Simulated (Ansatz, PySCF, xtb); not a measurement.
Potential energy curve for SeH, doublet.

Methods: UMP2 = Ansatz (a program for electronic structure) with MP2 on UHF/aug-cc-pVDZ, cores with 3d frozen; UKS-CAM-B3LYP = unrestricted CAM-B3LYP/aug-cc-pVDZ (Ansatz); GFN1-xTB (xtb); UCCSDT = CCSDT on UHF/aug-cc-pVDZ, cores with 3d frozen run with Ansatz; UKS-B3LYP/6-31G* = PySCF with unrestricted B3LYP/6-31G*, spherical d.

Energies are in kcal/mol, each relative to the lowest point of its own curve between 1.26 and 1.79 Å, where full CI is lowest.

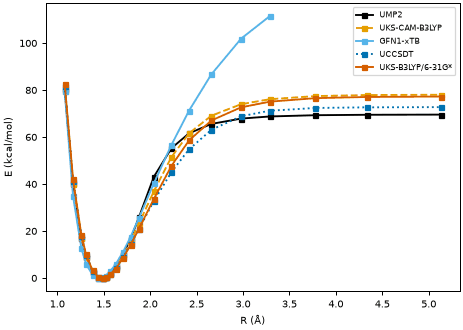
Energy against bond length for each method.

| R / Å | UMP2 | UKS-CAM-B3LYP | GFN1-xTB | UCCSDT | UKS-B3LYP/6-31G* |
|---|---|---|---|---|---|
| 1.08 | 80.5 | 79.4 | 79.4 | 81.8 | 82.5 |
| 1.17 | 40.2 | 39.9 | 34.8 | 41.4 | 42.0 |
| 1.26 | 16.8 | 16.8 | 12.6 | 17.7 | 18.2 |
| 1.31 | 9.0 | 9.1 | 6.1 | 9.7 | 10.1 |
| 1.38 | 2.5 | 2.6 | 1.3 | 3.0 | 3.2 |
| 1.44 | 0.2 | 0.3 | 0.0 | 0.4 | 0.5 |
| 1.49 | 0.0 | 0.0 | 0.4 | 0.0 | 0.0 |
| 1.52 | 0.5 | 0.4 | 1.0 | 0.3 | 0.3 |
| 1.57 | 2.1 | 1.9 | 2.9 | 1.6 | 1.5 |
| 1.63 | 5.0 | 4.7 | 5.9 | 4.2 | 4.0 |
| 1.71 | 10.3 | 9.8 | 11.2 | 8.9 | 8.6 |
| 1.79 | 16.7 | 15.8 | 17.6 | 14.4 | 14.1 |
| 1.88 | 25.9 | 23.2 | 25.6 | 21.0 | 21.0 |
| 2.04 | 43.1 | 36.9 | 40.3 | 32.8 | 33.6 |
| 2.23 | 55.3 | 51.5 | 56.7 | 45.1 | 47.8 |
| 2.42 | 61.6 | 61.6 | 71.3 | 54.8 | 58.6 |
| 2.66 | 65.6 | 69.1 | 86.7 | 63.1 | 67.0 |
| 2.98 | 67.8 | 74.0 | 101.9 | 68.8 | 72.6 |
| 3.29 | 68.7 | 76.1 | 111.5 | 71.2 | 75.1 |
| 3.78 | 69.3 | 77.4 | — | 72.4 | 76.5 |
| 4.34 | 69.5 | 77.9 | — | 72.6 | 77.1 |
| 5.13 | 69.5 | 78.0 | — | 72.7 | 77.2 |

At the longest distance, 5.13 Å, UKS-CAM-B3LYP lies highest above its minimum (78.0 kcal/mol) and UMP2 lowest (69.5 kcal/mol).

Dashes: no converged value, or the column stops at the first point that the program doubted or that broke a chosen test of continuity, which isn't proof of a fault.

The unrestricted determinant behind UMP2, UCCSDT is spin-contaminated at 1.88 to 5.13 Å (<S²> up to 1.8, against 0.75 for a pure doublet). The unrestricted determinant behind UKS-CAM-B3LYP, UKS-B3LYP/6-31G* is spin-contaminated at 2.23 to 5.13 Å (<S²> up to 1.8, against 0.75 for a pure doublet).
